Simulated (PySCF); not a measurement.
Consider C$_{7}$H$_{10}$O$_{2}$Si.

Input file:

```
{"job": {"kind": "nmr", "xc": "PBE0", "basis": "pcSseg-1"}, "charge": 0, "multiplicity": 1}
C      1.705761     2.836459     0.491203
C      1.185818     1.756285     0.489285
C      0.559314     0.474214     0.465766
Si     1.603896    -0.877923    -0.349494
O      1.148889    -2.255528     0.394440
O      1.374729    -0.955519    -1.960768
C     -0.369380     0.157144     1.605273
C     -0.962464     0.512085     0.277181
C     -1.617931    -0.510589    -0.542047
C     -2.511167    -0.248781    -1.484385
H      2.167406     3.777974     0.502446
H      3.031893    -0.640501    -0.214946
H      1.477304    -3.095289     0.085268
H      0.581902    -0.624895    -2.374790
H     -0.421978    -0.873866     1.919635
H     -0.454880     0.874478     2.408749
H     -1.388278     1.505627     0.179137
H     -1.319253    -1.531082    -0.341719
H     -2.968449    -1.028344    -2.069132
H     -2.828280     0.758729    -1.701106
```

Command:

```sh
OMP_NUM_THREADS=1 python probes_run.py task.json out
```

Geometry: GFN2-xTB.

Theory: PBE0/pcSseg-1, SCF density, gas phase, non-relativistic (PySCF).

Predict the electron density and electron localisation function between the atoms.

C–C (1.20 Å): ρ is about 2.7 e/Å³ halfway; the ELF peaks at about 0.85 between the atoms; a short, multiple covalent bond.
C–H (1.05 Å): ρ is about 2.1 e/Å³ halfway; the ELF climbs to about 1 towards the hydrogen, as it does in any bond to H (an ordinary covalent bond to hydrogen).

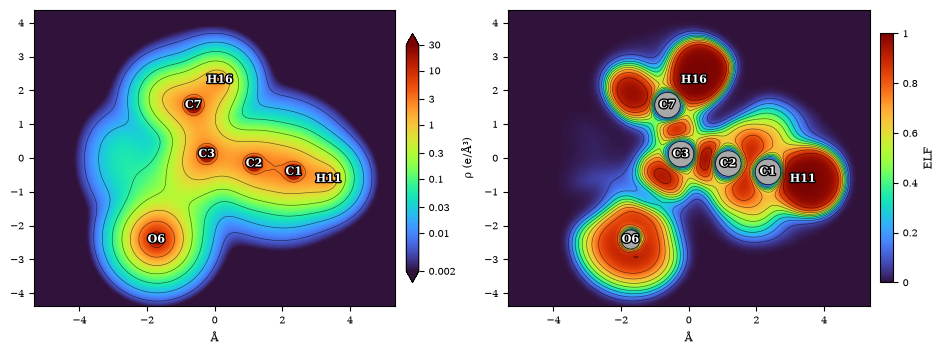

Computed electron density and electron localisation function on the plane of atoms C2, C3 and C7, in this order. Grey discs cover the atomic cores in the ELF map. 
